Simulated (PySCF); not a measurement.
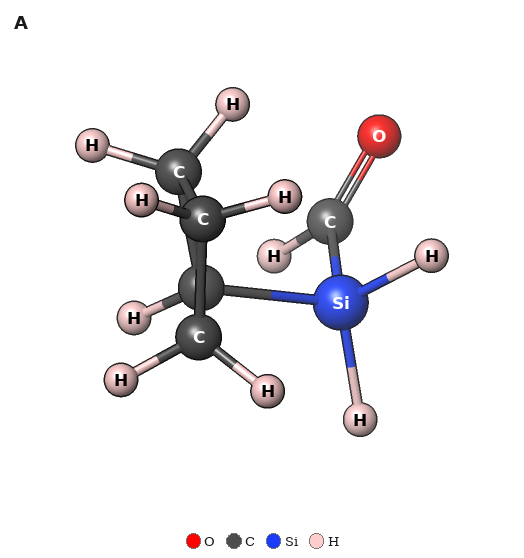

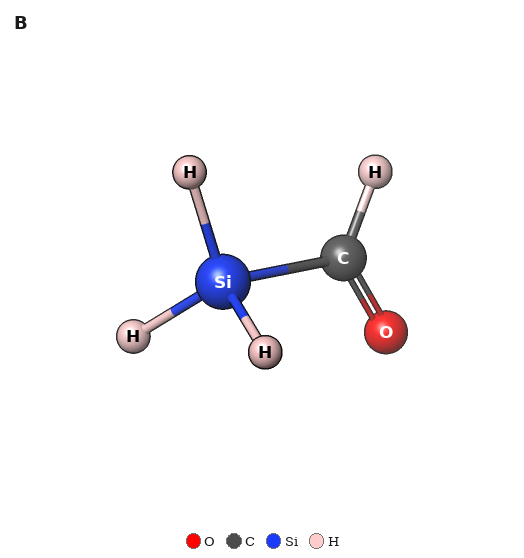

Two related species, optimised with GFN2-xTB; properties computed with PySCF 2.14.0. Both: charge 0, singlet.

### Identify both.

A is C5H10OSi (O=C[SiH2]C1CCC1), B is CH4OSi (O=C[SiH3]).

Compare them. With B3LYP/def2-SVPD: dipole moment (D), HOMO–LUMO gap (eV), HOMO energy (Kohn–Sham orbital) (eV), lowest vertical singlet excitation (eV), mean static polarisability (bohr³). With GFN2-xTB: mean Si–C length (Å), mean Si–H length (Å).

```
                               quantity      A      B
                      dipole moment (D)   2.99   2.38
                     HOMO–LUMO gap (eV)   4.90   4.89
   HOMO energy (Kohn–Sham orbital) (eV)  −6.67  −6.97
lowest vertical singlet excitation (eV)   3.18   3.16
     mean static polarisability (bohr³)   87.4   44.6
                   mean Si–C length (Å)  1.910  1.923
                   mean Si–H length (Å)  1.465  1.460
```

Each is one conformer, and no frequency run is at hand to confirm it as a minimum.

The geometry is semi-empirical. Around Si such bond lengths and angles can be off by a tenth of an ångström or more and by several degrees, and values that hang on the shape move with them.
